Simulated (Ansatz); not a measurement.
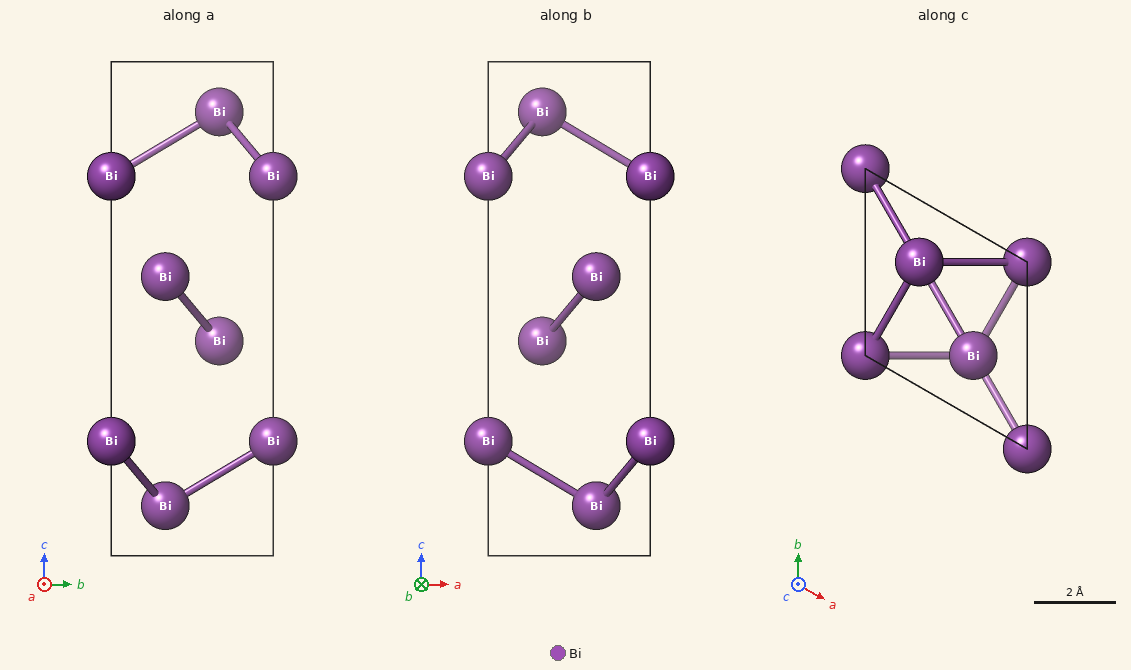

Crystal structure, ball-and-stick style, seen along the a axis, along the b axis and along the c axis. Lines trace the edges of the conventional unit cell.

Treated as bonds: Bi–Bi up to 3.50 Å (cut-off distances).

The composition is Bi.

> Which known structure type is this?

Α-arsenic (A7) type.

> What is Bi bonded to?

Each Bi has three Bi in a trigonal pyramidal arrangement at about 3.1 Å.

> How is the structure connected?

The bonds build Bi layers parallel to (001).

The cell started as a structure type known for this element. It was relaxed at fixed volume with Ansatz, DFT PBE, spin-orbit coupling, plane waves, PAW.
